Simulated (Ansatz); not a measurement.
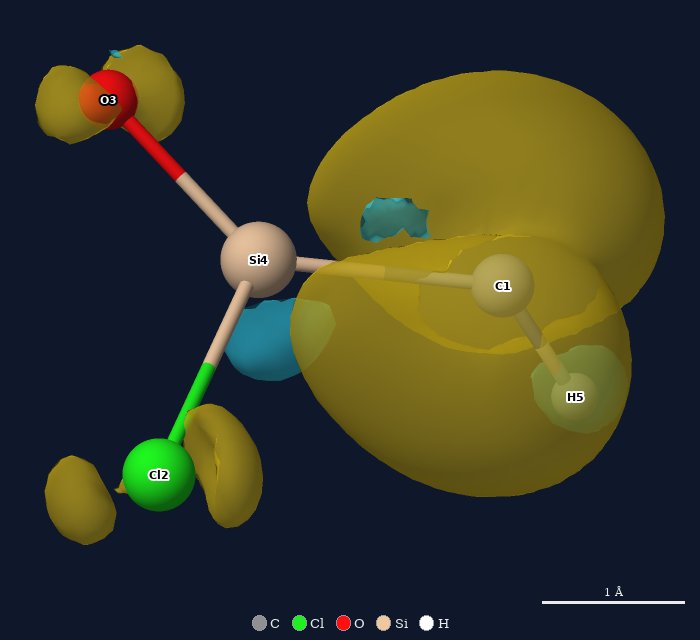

Figure 1: CHClOSi (SMILES [CH]=[Si]([O-])Cl) (charge −1, doublet). Isosurfaces of the spin density at +0.02 (yellow) and −0.02 e/Å³ (cyan), seen at a tilt.

Geometry: r2SCAN-D4/def2-SVPD.

Level of theory: isolated molecule in a Gaussian basis; Kohn-Sham density functional theory, functional PBE0 (Ansatz).

```xyz
5

C    -2.3990    2.3151   -0.2118
Cl   -1.9431    0.6508    2.5020
O    -4.1854    2.7948    2.2508
Si   -3.1518    2.0497    1.3450
H    -2.3693    1.6180   -1.0604
```

Q: Where is the unpaired spin?

A: The unpaired spin (1 electron) lies mostly on C1 (about 0.8) and Si4 (about 0.1), in electrons by Hirshfeld's partition.
